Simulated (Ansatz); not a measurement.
# CHClF2 (difluorochloromethane) at CCSD/6-311+G(d,p)

Aim: the vertical ionisation energy of CHClF2 (difluorochloromethane) at CCSD/6-311+G**, from 2 runs. 

The calculation is run with Ansatz 0.2.0.

69 further runs of the same task are left out: 69 set aside as unsound or not needed.

**1. The structure to begin with**

CHClF2: 5 atoms, total charge 0, spin state singlet. As SMILES, `FC(F)Cl`. The shape is that of a PBE0-D4/def2-TZVP optimisation.

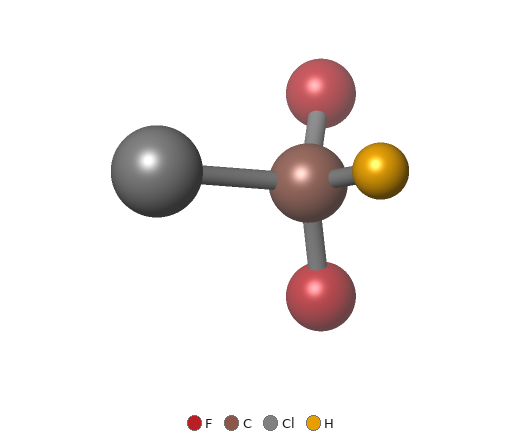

The structure, seen from a chosen angle (fluorine red, carbon brown, chlorine grey, hydrogen amber).

**2. The energy at CCSD/6-311+G(d,p)**

input.yaml

```yaml
crystal:
  periodic: [false, false, false]
  atoms:
    - symbol: F
      position_ang: [0.038900, -0.568100, 1.222300]
    - symbol: C
      position_ang: [0.109400, 0.023600, 0.028300]
    - symbol: F
      position_ang: [0.844200, -0.745900, -0.776900]
    - symbol: Cl
      position_ang: [-1.511000, 0.208900, -0.640800]
    - symbol: H
      position_ang: [0.568600, 1.007800, 0.125800]
basis:
  gaussian: {orbitals: 6-311+G_st__st_-spherical.json}
scf: {omitted_lower_state_checks: [cluster_reference, increment]}
correlation: {method: ccsd, frozen_orbitals: {C: 1, Cl: 5, F: 1, H: 0}}
accuracy: high
```

The basis set 6-311+G** is read from a file made from the Basis Set Exchange's data (not shown).

The run is started by

```sh
$ ansatz run input.yaml --threads 1 --pin off --max-ram 3480MiB --events-out events.jsonl --progress --plain --runs-dir runs
```

Output, shortened:

```text
Warning: RAYON_NUM_THREADS=1 ignored (pool sized by the plan → 1); use --threads N
Functional definition: HF
  name "HF"
[...]
1863 factors; integrals over basis functions are off by at most 4.5e-9 eV
[...]
mean field -18963.54157320 eV, -696.8972988650 hartree, gradient 1.3e-8 eV, S^2 0.000000; 0 other end points of the search recorded, 0 dependent functions left out
8 core orbitals not correlated: weight in the atoms' cores, before any rotation towards them, 1.000 or more for the frozen orbitals, at most 0.000 for the correlated occupied ones
reference -18963.54157320 eV, -696.8972988650 hartree; 13, 13 occupied and 81, 81 virtual orbitals, 1863 factors
second order -18.89445960 eV of doubles, -0.00000000 eV of singles
cycle   1  -18.87067355 eV  change    2.4e-2 eV  update   9.3e-2
[...]
cycle  20  -19.39017163 eV  change    1.1e-9 eV  update   1.8e-9
Total energy: -18982.93174483 eV, -697.6098745292 hartree
Checks for a lower state left out: cluster_reference, increment
```

It took 27 s on 1 thread of Arm Neoverse V1, shared host; peak memory 0.7 GiB.

**3. The doublet cation, same level**

molecule.yaml

```yaml
crystal:
  periodic: [false, false, false]
  atoms:
    - {symbol: F, position_ang: [0.038900, -0.568100, 1.222300]}
    - {symbol: C, position_ang: [0.109400, 0.023600, 0.028300]}
    - {symbol: F, position_ang: [0.844200, -0.745900, -0.776900]}
    - {symbol: Cl, position_ang: [-1.511000, 0.208900, -0.640800]}
    - {symbol: H, position_ang: [0.568600, 1.007800, 0.125800]}
basis:
  gaussian:
    orbitals: 6-311+G_st__st_-spherical.json
total_charge: 1
magnetization:
  spin_polarized: true
  initial_magnetization: 1
correlation:
  method: ccsd
  frozen_orbitals: {C: 1, Cl: 5, F: 1, H: 0}
accuracy: high
scf:
  omitted_lower_state_checks: [cluster_reference, increment]
```

The basis set 6-311+G** is read from a file made from the Basis Set Exchange's data (not shown).

The run is started by

```sh
$ ansatz run molecule.yaml --threads 1 --pin off --max-ram 3480MiB --events-out events.jsonl --progress --plain --runs-dir runs
```

Output:

```text
Warning: RAYON_NUM_THREADS=1 ignored (pool sized by the plan → 1); use --threads N
[... 14 lines left out ...]
8 core orbitals not correlated: weight in the atoms' cores, before any rotation towards them, 1.000 or more for the frozen orbitals, at most 0.000 for the correlated occupied ones
[... 37 lines left out ...]
Total energy: -18970.69923238 eV, -697.1603379882 hartree
Checks for a lower state left out: cluster_reference, increment
```

Run time: 2.7 min. Hardware: 1 thread of Arm Neoverse V1, shared host; peak memory 1.5 GiB.

**4. Summary of results**

At CCSD/6-311+G**, 8 core orbitals frozen:

| quantity | value |
| --- | --- |
| singlet CHClF2: total energy | -697.60987 Eh |
| singlet CHClF2: correlation energy (8 core orbitals frozen) | -712.6 mEh |
| singlet CHClF2: T1 diagnostic | 0.012 |
| doublet cation: total energy | -697.16034 Eh |
| doublet cation: correlation energy (8 core orbitals frozen) | -690.4 mEh |
| doublet cation: ⟨S²⟩ of the reference determinant | 0.758 |
| doublet cation: T1 diagnostic | 0.016 |
| vertical ionisation energy (to the doublet cation) | 12.233 eV |

What this shows: The vertical ionisation energy comes to 12.23 eV (1180 kJ/mol).
